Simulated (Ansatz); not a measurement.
# Electron scattering at the Σ5 (310) boundary in bcc Nb

Wanted: what the Σ5 (310) boundary in bcc Nb costs an interconnect.

Method: Ansatz plane-wave DFT, r2SCAN, PAW files; relaxation of a bicrystal slab with its lowest layers held; PAW set soft_1, in the first sound run; inputs show where later runs differ, in Ansatz 0.2.0.

## (1) The starting structure

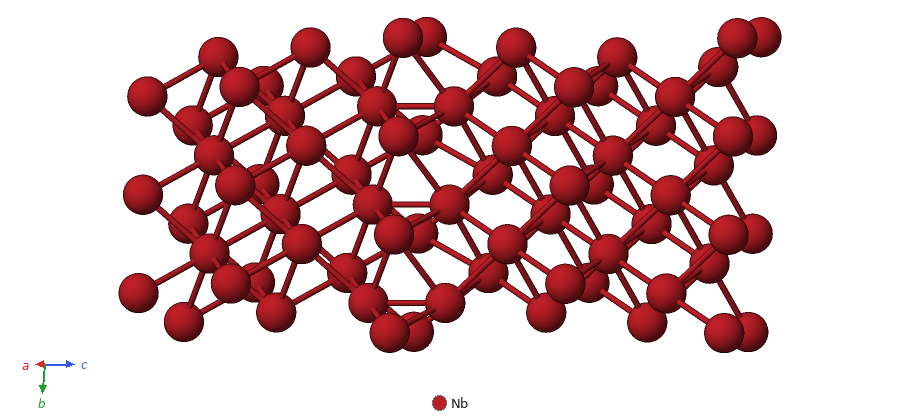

The starting structure, seen from the side, with the c axis across the page (niobium red). 1×3×1 cells are drawn. Some periodic images of atoms are drawn too.

The cell holds 19 atoms: 19 Nb. Cell: a = 5.483 Å, b = 3.306 Å, c = 30.220 Å, α = 90.0°, β = 90.0°, γ = 72.5°. It derives from Nb. built on the (3 1 0) plane; 1 overlapping atoms removed and the grains opened by 0.4 Å. Vacuum lies along c.

## (2) Relaxing the bicrystal

The boundary is built by mirroring the lower grain in the boundary plane and removing any atoms that overlap. A thin bicrystal slab is relaxed first, with the lowest layers held and the upper grain free to shift and open.

input.yaml

```yaml
crystal:
  lattice:
    - [5.4828782722, 0.0, 0.0]
    - [0.9968869586, 3.1524333588, 0.0]
    - [0.0, 0.0, 30.2197895304]
  atoms:
    - { symbol: Nb, position: [0.8000000001, 0.6000000001, 0.1654544945] }
    - { symbol: Nb, position: [0.2000000001, 0.9000000001, 0.2000524807] }
    - { symbol: Nb, position: [0.6000000001, 0.2000000001, 0.234650467] }
    - { symbol: Nb, position: [0.0, 0.5000000001, 0.2692484532] }
    - { symbol: Nb, position: [0.4, 0.8000000001, 0.3038464395] }
    - { symbol: Nb, position: [0.8, 0.1, 0.3384444258] }
    - { symbol: Nb, position: [0.2, 0.4, 0.373042412] }
    - { symbol: Nb, position: [0.6, 0.7, 0.4076403983] }
    - { symbol: Nb, position: [0.0, 0.0, 0.4422383845] }
    - { symbol: Nb, position: [0.6, 0.7, 0.4900727303] }
    - { symbol: Nb, position: [0.2, 0.4, 0.5246707166] }
    - { symbol: Nb, position: [0.8, 0.1, 0.5592687028] }
    - { symbol: Nb, position: [0.4, 0.8000000001, 0.5938666891] }
    - { symbol: Nb, position: [0.0, 0.5000000001, 0.6284646754] }
    - { symbol: Nb, position: [0.6000000001, 0.2000000001, 0.6630626616] }
    - { symbol: Nb, position: [0.2000000001, 0.9000000001, 0.6976606479] }
    - { symbol: Nb, position: [0.8000000001, 0.6000000001, 0.7322586341] }
    - { symbol: Nb, position: [0.4000000001, 0.3000000001, 0.7668566204] }
    - { symbol: Nb, position: [1.0e-10, 1.0e-10, 0.8014546066] }
kpoints:
  mp_grid: { grid: [7, 7, 1] }
hamiltonian:
  xc: r2scan
  pseudopotentials: { kind: paw, azcp: { folder: soft_1 } }
scf:
  occupations: { method: fermi_dirac, width: 0.1 }
relax:
  f_tol: 0.03
  max_steps: 80
  constraints: [{ sites: [0, 1, 2] }]
```

Run with:

```console
$ ansatz run input.yaml --threads 4 --pin off --max-ram 15360MiB --backend cpu --events-out ev --progress --plain --runs-dir out
```

Numbers of over 12 decimals in the logs are rounded to 6 here.

Log:

```text
Engine: ansatz 0.2.0, x86_64-unknown-linux-gnu
Pseudopotentials: kind: paw
Pseudopotential: Nb, paw, valence charge 13, recommended cutoff 500 eV (meta_gga), soft_1/Nb.paw.azcp
Functional definition: r2SCAN
  parameter k0 = 0.174
  parameter k1 = 0.065
  parameter a1 = 4.9479
  exchange = r2scan_x(k0 = k0, k1 = k1, a1 = a1)
  correlation = r2scan_c
Crystal: 19 atoms, lattice volume = 522.331 Å³
Basis set: ecut = 500 eV, 13099 PW (Γ), exchange–correlation on 160×100×900 points (64 copies of the dense FFT grid, shifted against one another)
Bands: 149, of which v1, the nominal top of the filled ones, is band 124 counted from 1 (123 counted from 0)
Symmetry: 2 space group operations
Space group: Cm (ITA 8), of the structure as read, at distance tolerance 8.1e-5 Å
k-points: 16 of 49 (time reversal used)
Non-local potential: Nb, projectors of the file, l = 0: 3, l = 1: 2, l = 2: 2, l = 3: 1
PAW form: soft (Blöchl's): semilocal exchange-correlation on the pseudo side does not see the compensation charge
PAW frozen core: Nb, regenerated for the run's functional (the file was generated under x = pbe(κ = 0.804, μ = 0.219515), c = pbe(β = 0.066725))
PAW one-centre angular grid: Nb, 590 points (default); XC on 160 Gauss nodes
Initial density: superposition of atomic densities (neutral atoms: chi_scale 0, normalization atom)
Initial wavefunctions: pseudopotential atomic-orbital guess
Functional: x = r2scan, c = r2scan; τ floored in thin density (d = 2e-4 eV/Å³)
SCF iter   1: F=—  HF=-86716.836080 eV  |F-HF|=—  |Δ(HF+E_count)|=         —  Δρ=7.41e-2  dr2=3.54e2  dr2_τ=1.33e0  ethr=3.10e-3  ⟨swp⟩=9.5  Hψ=11704  notcnv=0
preconditioner: auto → LDOS  [metal: Δε(μ)=0.001 eV  Ē_g=3.927 eV  σ=0.100 eV  W_gap=0.00  n_scr=118 (ndim 8)  ℏωp=15.8 eV  f_vac=0.270  D(μ)=16.55/eV (n_scr^D=112)  β→1.0]
SCF iter   2: F=—  HF=-86711.393068 eV  |F-HF|=—  |Δ(HF+E_count)|=    5.44e0  Δρ=7.05e-2  dr2=6.53e2  dr2_τ=6.54e0  ethr=3.10e-3  ⟨swp⟩=13.8  Hψ=14255  notcnv=0  defer=22
SCF iter   3: F=—  HF=-86702.578764 eV  |F-HF|=—  |Δ(HF+E_count)|=    8.81e0  Δρ=1.97e-2  dr2=1.94e1  dr2_τ=4.04e-1  ethr=3.10e-3  ⟨swp⟩=10.9  Hψ=9909  notcnv=0  defer=5
SCF iter   4: F=—  HF=-86702.482434 eV  |F-HF|=—  |Δ(HF+E_count)|=   9.63e-2  Δρ=5.72e-3  dr2=4.23e-1  dr2_τ=1.87e-2  ethr=3.10e-3  ⟨swp⟩=3.9  Hψ=3405  notcnv=0  defer=7
SCF iter   5: F=—  HF=-86702.526729 eV  |F-HF|=—  |Δ(HF+E_count)|=   4.43e-2  Δρ=3.02e-3  dr2=1.05e0  dr2_τ=4.12e-3  ethr=1.71e-4  ⟨swp⟩=5.0  Hψ=5222  notcnv=0  defer=11
SCF iter   6: F=—  HF=-86702.514923 eV  |F-HF|=—  |Δ(HF+E_count)|=   1.18e-2  Δρ=1.29e-3  dr2=1.68e-1  dr2_τ=8.77e-4  ethr=1.71e-4  ⟨swp⟩=2.2  Hψ=2631  notcnv=0  defer=4
SCF iter   7: F=—  HF=-86702.511803 eV  |F-HF|=—  |Δ(HF+E_count)|=   3.12e-3  Δρ=2.06e-4  dr2=8.62e-4  dr2_τ=3.36e-5  ethr=6.82e-5  ⟨swp⟩=1.6  Hψ=2481  notcnv=0  defer=3
SCF iter   8: F=—  HF=-86702.510782 eV  |F-HF|=—  |Δ(HF+E_count)|=   1.02e-3  Δρ=8.15e-5  dr2=1.15e-4  dr2_τ=5.01e-6  ethr=3.49e-7  ⟨swp⟩=3.1  Hψ=3769  notcnv=0  defer=2
SCF iter   9: F=-86702.510805 eV  HF=-86702.510811 eV  |F-HF|=5.72e-6  |Δ(HF+E_count)|=   2.90e-5  Δρ=2.42e-5  dr2=1.15e-5  dr2_τ=4.49e-7  ethr=9.11e-9  ⟨swp⟩=3.4  Hψ=9693  notcnv=0
SCF 1 converged in 9 iterations: F = -86702.510805 eV  dr2 = 1.15e-5
  greatest PAW one-centre occupation: 1.001 electrons in one spin orbital (limit 2), on the Nb atom at site 15 (counted from 0), in its partial waves of l = 0
relax step   1: F+E_penalty+E_count = -86702.51080533 eV  Δ(F+E_penalty+E_count) = +0.000e0 eV  max|allowed force component| = 1.771e0 eV/Å  Δτ_max = 0.0000 Å  (9 SCF iters, dr2 threshold 2.25e-5 eV, accepted)
Initial density: handed on by an earlier stage of this run
Initial wavefunctions: those handed on with the density
iter 1 solved again at ethr=1.76e-3 eV; its pass at ethr=3.10e-3 eV (dr2=4.34e0 eV) is discarded
SCF iter   1: F=—  HF=-86700.963909 eV  |F-HF|=—  |Δ(HF+E_count)|=         —  Δρ=1.21e-2  dr2=4.48e0  dr2_τ=6.06e0  ethr=1.76e-3  ⟨swp⟩=1.6  Hψ=9788  notcnv=0  defer=2
preconditioner: auto → LDOS  [metal: Δε(μ)=0.011 eV  Ē_g=3.382 eV  σ=0.100 eV  W_gap=0.03  n_scr=118 (ndim 8)  ℏωp=15.8 eV  f_vac=0.278  D(μ)=22.99/eV (n_scr^D=226)  β→1.0]
SCF iter   2: F=—  HF=-86702.927015 eV  |F-HF|=—  |Δ(HF+E_count)|=    1.96e0  Δρ=5.05e-3  dr2=3.94e-1  dr2_τ=5.33e-2  ethr=1.76e-3  ⟨swp⟩=3.3  Hψ=3609  notcnv=0  defer=3
SCF iter   3: F=—  HF=-86702.937980 eV  |F-HF|=—  |Δ(HF+E_count)|=   1.10e-2  Δρ=2.27e-3  dr2=1.07e-1  dr2_τ=4.90e-3  ethr=1.60e-4  ⟨swp⟩=2.0  Hψ=4510  notcnv=0  defer=2
SCF iter   4: F=—  HF=-86702.927869 eV  |F-HF|=—  |Δ(HF+E_count)|=   1.01e-2  Δρ=8.21e-4  dr2=1.28e-2  dr2_τ=5.84e-4  ethr=4.35e-5  ⟨swp⟩=2.0  Hψ=3444  notcnv=0  defer=2
SCF iter   5: F=—  HF=-86702.926244 eV  |F-HF|=—  |Δ(HF+E_count)|=   1.62e-3  Δρ=2.54e-4  dr2=1.74e-3  dr2_τ=2.65e-5  ethr=5.18e-6  ⟨swp⟩=2.0  Hψ=3022  notcnv=0  defer=3
SCF iter   6: F=—  HF=-86702.926192 eV  |F-HF|=—  |Δ(HF+E_count)|=   5.16e-5  Δρ=9.74e-5  dr2=3.11e-4  dr2_τ=3.51e-6  ethr=7.05e-7  ⟨swp⟩=2.0  Hψ=3278  notcnv=0  defer=3
SCF iter   7: F=-86702.926192 eV  HF=-86702.926208 eV  |F-HF|=1.63e-5  |Δ(HF+E_count)|=   1.57e-5  Δρ=3.82e-5  dr2=2.31e-5  dr2_τ=8.65e-7  ethr=4.05e-8  ⟨swp⟩=3.0  Hψ=8302  notcnv=0
SCF 2 converged in 7 iterations: F = -86702.926192 eV  dr2 = 2.31e-5
relax step   2: F+E_penalty+E_count = -86702.92619161 eV  Δ(F+E_penalty+E_count) = -4.154e-1 eV  max|allowed force component| = 3.348e-1 eV/Å  Δτ_max = 0.1949 Å  (7 SCF iters, dr2 threshold 1.00e-4 eV, accepted)
SCF iter   1: F=—  HF=-86699.817884 eV  |F-HF|=—  |Δ(HF+E_count)|=         —  Δρ=1.55e-2  dr2=2.58e1  dr2_τ=1.44e1  ethr=3.10e-3  ⟨swp⟩=6.4  Hψ=7556  notcnv=0  defer=1
preconditioner: auto → LDOS  [metal: Δε(μ)=0.022 eV  Ē_g=3.439 eV  σ=0.100 eV  W_gap=0.05  n_scr=118 (ndim 8)  ℏωp=15.8 eV  f_vac=0.285  D(μ)=22.11/eV (n_scr^D=210)  β→1.0]
SCF iter   2: F=—  HF=-86703.024286 eV  |F-HF|=—  |Δ(HF+E_count)|=    3.21e0  Δρ=6.56e-3  dr2=2.01e0  dr2_τ=6.11e-2  ethr=3.10e-3  ⟨swp⟩=2.9  Hψ=4901  notcnv=0  defer=5
SCF iter   3: F=—  HF=-86703.024860 eV  |F-HF|=—  |Δ(HF+E_count)|=   5.74e-4  Δρ=1.97e-3  dr2=2.68e-1  dr2_τ=4.21e-3  ethr=8.13e-4  ⟨swp⟩=2.1  Hψ=2666  notcnv=0  defer=5
SCF iter   4: F=—  HF=-86703.025336 eV  |F-HF|=—  |Δ(HF+E_count)|=   4.76e-4  Δρ=1.08e-3  dr2=2.07e-2  dr2_τ=1.23e-3  ethr=1.09e-4  ⟨swp⟩=2.0  Hψ=2980  notcnv=0  defer=5
SCF iter   5: F=—  HF=-86703.022922 eV  |F-HF|=—  |Δ(HF+E_count)|=   2.41e-3  Δρ=2.63e-4  dr2=1.34e-3  dr2_τ=7.57e-5  ethr=8.37e-6  ⟨swp⟩=2.0  Hψ=3978  notcnv=0  defer=5
[...]
relax step   6: F+E_penalty+E_count = -86703.04825563 eV  Δ(F+E_penalty+E_count) = +1.140e-3 eV  max|allowed force component| = 2.417e-1 eV/Å  Δτ_max = 0.1000 Å  (10 SCF iters, rejected (line search))
relax step   7: F+E_penalty+E_count = -86703.05463417 eV  Δ(F+E_penalty+E_count) = -5.238e-3 eV  max|allowed force component| = 3.868e-2 eV/Å  Δτ_max = 0.0500 Å  (9 SCF iters, accepted)
relax step   8: F+E_penalty+E_count = -86703.05715943 eV  Δ(F+E_penalty+E_count) = -2.525e-3 eV  max|allowed force component| = 4.625e-2 eV/Å  Δτ_max = 0.0489 Å  (9 SCF iters, accepted)
relax step   9: F+E_penalty+E_count = -86703.05688650 eV  Δ(F+E_penalty+E_count) = +2.729e-4 eV  max|allowed force component| = 8.137e-2 eV/Å  Δτ_max = 0.0722 Å  (9 SCF iters, rejected (line search))
relax step  10: F+E_penalty+E_count = -86703.05993278 eV  Δ(F+E_penalty+E_count) = -2.773e-3 eV  max|allowed force component| = 2.175e-2 eV/Å  Δτ_max = 0.0361 Å  (8 SCF iters, accepted)
relax step  11: F+E_penalty+E_count = -86703.06175559 eV  Δ(F+E_penalty+E_count) = -1.823e-3 eV  max|allowed force component| = 1.278e-2 eV/Å  Δτ_max = 0.0366 Å  (9 SCF iters, accepted)
relax step  12: F+E_penalty+E_count = -86703.06374671 eV  Δ(F+E_penalty+E_count) = -1.991e-3 eV  max|allowed force component| = 1.729e-2 eV/Å  Δτ_max = 0.0549 Å  (9 SCF iters, accepted)
iter 1 solved again at ethr=7.27e-4 eV; its pass at ethr=3.10e-3 eV (dr2=1.79e0 eV) is discarded
SCF iter   1: F=—  HF=-86701.294825 eV  |F-HF|=—  |Δ(HF+E_count)|=         —  Δρ=5.53e-3  dr2=1.06e0  dr2_τ=3.33e0  ethr=7.27e-4  ⟨swp⟩=1.5  Hψ=7468  notcnv=0  defer=4
eigensolver tolerance schedule: the retry pair's looser diagonalisation over-reported the residual by 0.69 of it (diagonalisation noise at 0.27 of the residual, at the tolerance the schedule requests for it); recorded, not acted on — ethr = c·dr2/N_el stays at c = 1.0e-1
preconditioner: auto → LDOS  [metal: Δε(μ)=0.004 eV  Ē_g=3.447 eV  σ=0.100 eV  W_gap=0.01  n_scr=118 (ndim 8)  ℏωp=15.8 eV  f_vac=0.289  D(μ)=22.13/eV (n_scr^D=210)  β→1.0]
SCF iter   2: F=—  HF=-86703.074758 eV  |F-HF|=—  |Δ(HF+E_count)|=    1.78e0  Δρ=3.64e-3  dr2=6.57e-1  dr2_τ=9.19e-3  ethr=4.29e-4  ⟨swp⟩=3.0  Hψ=4766  notcnv=0  defer=4
SCF iter   3: F=—  HF=-86703.066042 eV  |F-HF|=—  |Δ(HF+E_count)|=   8.72e-3  Δρ=1.00e-3  dr2=1.01e-1  dr2_τ=2.95e-4  ethr=2.66e-4  ⟨swp⟩=1.2  Hψ=2383  notcnv=0  defer=4
SCF iter   4: F=—  HF=-86703.068146 eV  |F-HF|=—  |Δ(HF+E_count)|=   2.10e-3  Δρ=5.82e-4  dr2=2.01e-3  dr2_τ=3.10e-4  ethr=4.11e-5  ⟨swp⟩=1.3  Hψ=2395  notcnv=0  defer=4
SCF iter   5: F=—  HF=-86703.067358 eV  |F-HF|=—  |Δ(HF+E_count)|=   7.88e-4  Δρ=9.09e-5  dr2=3.54e-4  dr2_τ=6.77e-6  ethr=8.15e-7  ⟨swp⟩=3.0  Hψ=4483  notcnv=0  defer=4
SCF iter   6: F=—  HF=-86703.067358 eV  |F-HF|=—  |Δ(HF+E_count)|=   6.18e-7  Δρ=3.70e-5  dr2=2.24e-5  dr2_τ=6.46e-7  ethr=1.43e-7  ⟨swp⟩=2.0  Hψ=3378  notcnv=0  defer=4
SCF iter   7: F=—  HF=-86703.066157 eV  |F-HF|=—  |Δ(HF+E_count)|=   1.20e-3  Δρ=1.19e-5  dr2=8.31e-6  dr2_τ=7.25e-8  ethr=9.07e-9  ⟨swp⟩=2.3  Hψ=4240  notcnv=0  defer=4
SCF iter   8: F=—  HF=-86703.066158 eV  |F-HF|=—  |Δ(HF+E_count)|=   4.78e-7  Δρ=5.03e-6  dr2=1.24e-6  dr2_τ=1.76e-8  ethr=3.37e-9  ⟨swp⟩=2.0  Hψ=2947  notcnv=0  defer=4
SCF iter   9: F=-86703.066158 eV  HF=-86703.066158 eV  |F-HF|=2.98e-8  |Δ(HF+E_count)|=   8.00e-9  Δρ=1.46e-6  dr2=3.31e-8  dr2_τ=1.27e-9  ethr=4.05e-11  ⟨swp⟩=3.4  Hψ=9436  notcnv=0
SCF 13 converged in 9 iterations: F = -86703.066158 eV  dr2 = 3.31e-8
relax step  13: F+E_penalty+E_count = -86703.06615792 eV  Δ(F+E_penalty+E_count) = -2.411e-3 eV  max|allowed force component| = 2.033e-2 eV/Å  Δτ_max = 0.0823 Å  (9 SCF iters, accepted)
iter 1 solved again at ethr=1.30e-11 eV; its pass at ethr=3.10e-3 eV (dr2=3.22e-8 eV) is discarded
SCF iter   1: F=—  HF=-86703.066158 eV  |F-HF|=—  |Δ(HF+E_count)|=         —  Δρ=1.46e-6  dr2=3.31e-8  dr2_τ=1.27e-9  ethr=1.30e-11  ⟨swp⟩=1.9  Hψ=9153  notcnv=0  defer=4
preconditioner: auto → LDOS  [metal: Δε(μ)=0.007 eV  Ē_g=3.451 eV  σ=0.100 eV  W_gap=0.02  n_scr=118 (ndim 8)  ℏωp=15.8 eV  f_vac=0.289  D(μ)=22.07/eV (n_scr^D=210)  β→1.0]
SCF iter   2: F=-86703.066158 eV  HF=-86703.066158 eV  |F-HF|=6.16e-9  |Δ(HF+E_count)|=   3.32e-9  Δρ=7.36e-7  dr2=7.09e-9  dr2_τ=2.89e-10  ethr=1.30e-11  ⟨swp⟩=4.1  Hψ=6874  notcnv=0
SCF 14 converged in 2 iterations: F = -86703.066158 eV  dr2 = 7.09e-9
SCF converged after 2 iterations
Free energy (F): -86703.066158 eV
Harris-Foulkes:  -86703.066158 eV  (|F-HF|=6.16e-9)
Internal energy: -86702.333957 eV  (E = F + TS)
E sigma→0 (E₀):  -86702.700058 eV
Entropy (-TS):   -0.732201 eV (-38.537 meV/atom)
Fermi energy:    10.553016 eV
--- Per-component energies (eV) ---
  E_band       = -3295.886137
  E_kinetic    = 7064.343124
  E_local      = -196820.198948  (includes V_loc(G=0)·N_el)
  E_nonlocal   = 1807.345336
  E_hartree    = 95437.318806
  E_xc         = -3019.902669
  E_vxc        = -4208.548423  (∫ρ·V_xc dr)
  E_paw        = -58892.169389  (= ΣΔE_a)
  E_vpaw       = -2280.943584  (= ΣTr[D̂ρ^β])
  E_aug_tail   = 0.000445  (compensation charges beyond the density's cutoff)
  E_vtau       = 267.488563  (kinetic-family band-sum trace: ∫τ·v_τ [+ j·A + Jᵃ·Aᵃ] dr)
  E_ewald      = 67724.585511
  E_core_change = -3.656174  (= ΣΔE_core)
  E_smearing   = -0.732201  (= −TS)
  E_closure    = -0.000000  (closes the sum)
  Σ components = -86703.066158   (vs F -86703.066158, Δ=0.00e0)
--- Forces (eV/Å), atoms counted from 1 ---
  atom   1  Nb     0.13376957    -0.04230165     1.72976693
  atom   2  Nb    -0.46313838     0.14645722    -0.61173510
  atom   3  Nb     0.37721220    -0.11928497    -1.14791276
  atom   4  Nb     0.00092947    -0.00029392     0.00550102
  atom   5  Nb     0.00409976    -0.00129646    -0.00590421
  atom   6  Nb    -0.00300974     0.00095176     0.00604582
  atom   7  Nb    -0.00056596     0.00017897    -0.01181717
  atom   8  Nb    -0.01520196     0.00480728     0.01471228
  atom   9  Nb    -0.00810110     0.00256179    -0.00679013
  atom  10  Nb     0.01548449    -0.00489663     0.02034234
  atom  11  Nb    -0.01031157     0.00326080    -0.00630532
  atom  12  Nb     0.00098342    -0.00031098     0.01416289
  atom  13  Nb    -0.00636598     0.00201310    -0.00716965
  atom  14  Nb     0.00487554    -0.00154178     0.00231450
  atom  15  Nb    -0.01513384     0.00478574    -0.00655349
  atom  16  Nb    -0.00655669     0.00207341     0.00117416
  atom  17  Nb    -0.01351453     0.00427367    -0.00188521
  atom  18  Nb    -0.00239811     0.00075835     0.01285890
  atom  19  Nb     0.00698475    -0.00220877    -0.00080842
  max |Σ_I F_I| component: 4.13e-5 eV/Å
--- Relaxed structure (13 steps of the walk, 10 accepted, 0 SCFs on fresh bases) ---
  F+E_penalty+E_count = -86703.06615792 eV   max|allowed force component| = 2.033e-2 eV/Å
  atoms:
    - { symbol: Nb, position: [0.800000, 0.59999999995, 0.165454] }
    - { symbol: Nb, position: [0.200000, 0.900000, 0.200052] }
    - { symbol: Nb, position: [0.6000000001, 0.200000, 0.234650] }
    - { symbol: Nb, position: [-0.00306177, 0.501531, 0.267089] }
    - { symbol: Nb, position: [0.396218, 0.801891, 0.303667] }
    - { symbol: Nb, position: [0.811318, 0.094341, 0.336684] }
    - { symbol: Nb, position: [0.194167, 0.402917, 0.373919] }
    - { symbol: Nb, position: [0.593979, 0.703011, 0.400612] }
    - { symbol: Nb, position: [-0.029825, 0.014912, 0.444392] }
    - { symbol: Nb, position: [0.538976, 0.730512, 0.482717] }
    - { symbol: Nb, position: [0.146003, 0.426999, 0.515001] }
    - { symbol: Nb, position: [0.758556, 0.120722, 0.549615] }
    - { symbol: Nb, position: [0.357251, 0.821375, 0.583154] }
    - { symbol: Nb, position: [-0.045728, 0.522864, 0.618547] }
    - { symbol: Nb, position: [0.552054, 0.223973, 0.652807] }
    - { symbol: Nb, position: [0.154005, 0.922997, 0.688468] }
    - { symbol: Nb, position: [0.752800, 0.623600, 0.722519] }
    - { symbol: Nb, position: [0.334661, 0.332669, 0.757284] }
    - { symbol: Nb, position: [-0.059089, 0.029545, 0.783667] }
```

The job ended after 7.3 min (4 threads of AMD EPYC 9R14 (Zen 4), shared host; peak memory 3.3 GiB).

Relaxation path:

| step | energy less that of the first step (eV) | largest force component (eV/Å) |
| --- | --- | --- |
| 1 | 0.0000 | 1.7712 |
| 2 | -0.4154 | 0.3348 |
| 3 | -0.5108 | 0.2170 |
| 4 | -0.5052 | 0.3832 |
| 5 | -0.5386 | 0.0698 |
| 6 | -0.5375 | 0.2417 |
| 7 | -0.5438 | 0.0387 |
| 8 | -0.5464 | 0.0462 |
| 9 | -0.5461 | 0.0814 |
| 10 | -0.5491 | 0.0218 |
| 11 | -0.5510 | 0.0128 |
| 12 | -0.5529 | 0.0173 |
| 13 | -0.5554 | 0.0203 |

Relaxation steps 4, 6, 9 were tried and not accepted.

The run keeps the 2 symmetry operations that it works with, so distortions that break them were not tested.

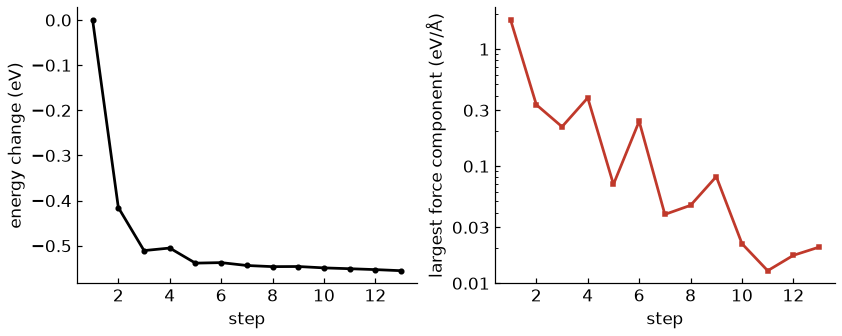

Energy and largest force along the relaxation.

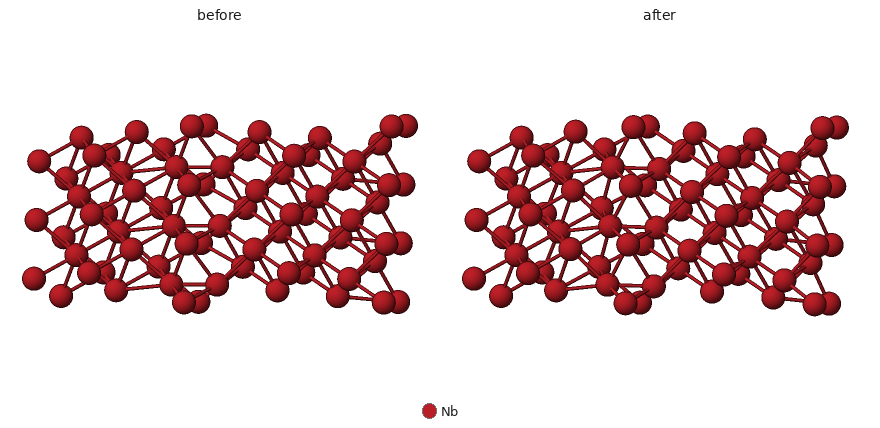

The structure before and after the relaxation, drawn at the same scale.

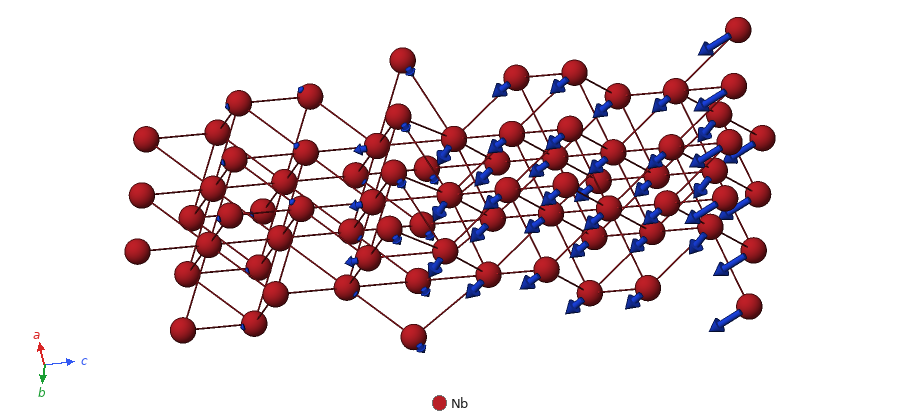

Displacements in the relaxation, exaggerated; the longest in the cell stands for 0.62 Å. 1×3×1 cells are drawn. Some periodic images of atoms are drawn too.

The atoms that moved most (Å):

```
atom      dx     dy      dz  length
Nb19  -0.295  0.093  -0.538   0.620
Nb18  -0.326  0.103  -0.289   0.448
Nb11  -0.269  0.085  -0.292   0.406
Nb15  -0.239  0.076  -0.310   0.399
Nb13  -0.213  0.067  -0.324   0.393
Nb10  -0.304  0.096  -0.222   0.389
Nb17  -0.235  0.074  -0.294   0.384
Nb14  -0.228  0.072  -0.300   0.383
```

Numbers from this step:

```yaml
free_energy: -86703.0662 eV
energy_at_zero_smearing: -86702.7001 eV
fermi_energy: 10.55 eV
```

The largest force component on a free atom ends at 0.020 eV/Å, under the tolerance of 0.03, after 13 steps.

(Continued in part 2 of 3.)

[Logs are printed without paths, hosts, clocks, repeated set-up lines and the standing remarks that a program may print on its own settings, such as how far it seeks lower states.]

[Hosts, paths, dates, database ids (printed as entryN), source tags and the programs' standing remarks are cut or masked in the printed files.]
